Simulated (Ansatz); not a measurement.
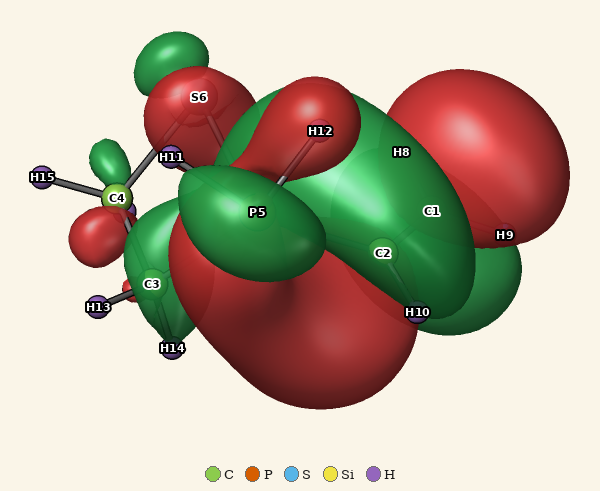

Figure 1: C$_{4}$H$_{9}$PSSi. The LUMO at ±0.06 Å⁻³ᐟ² (green and red are the two phases), seen from one side.

Geometry: B3LYP/def2-SVP.

The calculation used Ansatz 0.2.0, isolated molecule in a Gaussian basis; Kohn-Sham density functional theory, functional PBE0.

Input file:

```
crystal:
  periodic: [false, false, false]
  atoms:
    - symbol: C
      position_ang: [-1.137557, -1.714785, 1.017170]
    - symbol: C
      position_ang: [0.091699, -1.492177, 0.529440]
    - symbol: C
      position_ang: [1.023022, 1.509303, -0.233031]
    - symbol: C
      position_ang: [-0.280778, 2.218157, -0.686236]
    - symbol: P
      position_ang: [1.909470, -1.223392, -2.269237]
    - symbol: S
      position_ang: [-1.268201, 0.854686, -1.525220]
    - symbol: Si
      position_ang: [0.474144, -0.226491, -0.800824]
    - symbol: H
      position_ang: [-2.004607, -1.150257, 0.654972]
    - symbol: H
      position_ang: [-1.329191, -2.466551, 1.791647]
    - symbol: H
      position_ang: [0.925992, -2.092045, 0.921311]
    - symbol: H
      position_ang: [1.695169, -0.262120, -3.303168]
    - symbol: H
      position_ang: [0.933359, -2.138647, -2.771597]
    - symbol: H
      position_ang: [1.910237, 1.888808, -0.763665]
    - symbol: H
      position_ang: [1.213162, 1.604857, 0.847156]
    - symbol: H
      position_ang: [-0.110183, 3.032664, -1.404798]
    - symbol: H
      position_ang: [-0.867417, 2.615304, 0.154412]
basis:
  gaussian:
    orbitals: def2-SVPD
hamiltonian:
  xc: pbe0
output: {forces: true, orbitals: {seedname: orbitals}}
```

Launched as:

```sh
ansatz run input.yaml --threads 4 --pin off --max-ram 7830MiB --events-out events.jsonl --progress --plain --runs-dir runs
```

### Where does this orbital lie, and at what energy?

It lies mainly on C1 (about 30 %), C2 (about 20 %), Si7 (about 15 %) and P5 (about 10 %). Its energy is −0.93 eV.
